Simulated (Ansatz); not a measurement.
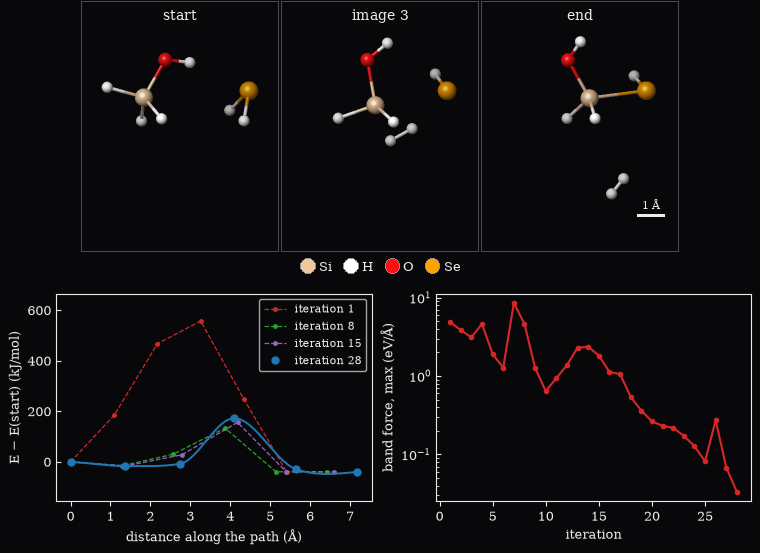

A search for the minimum-energy path of SiH$_{6}$SeO, made up at the start of SiH4O and H2Se by the nudged elastic band. Images are numbered from 0 (start) to 5 (end). The plot follows the band through its iterations. The picture is a ball-and-stick view, seen at a tilt.

Computed with Ansatz 0.2.0, RKS PBE0-D4/6-31G. Set-up: 4 movable images; climbing image.

> Did the band converge, and can the barrier be trusted?

The run is converged, with reservations. The band converged in 28 iterations. The largest component of the band force went from 4.9 to 0.033 eV/Å. The climbing image converged on the top of the path. Its curvatures weren't checked. The largest force component is 2.55 eV/Å at the start and 2.38 eV/Å at the end; an end with forces this large is no minimum, and the barrier measured from it can be far off. The first iteration put the highest image at 557.6 kJ/mol. Relative to the start the highest point is image 3 at +172.8 kJ/mol and the end lies at −39.4 kJ/mol, but the profile dips to −16.5 kJ/mol at image 1 on the way, so an end point isn't at the bottom of its valley along this path.

Limits of the set-up: the start holds two separate molecules, 2.6 Å apart at their closest, whose relative position is a soft coordinate; the basis has no polarisation functions, which atoms past neon need.

Cost: 2.5 min on 4 threads of Arm Neoverse V1, on a shared host.
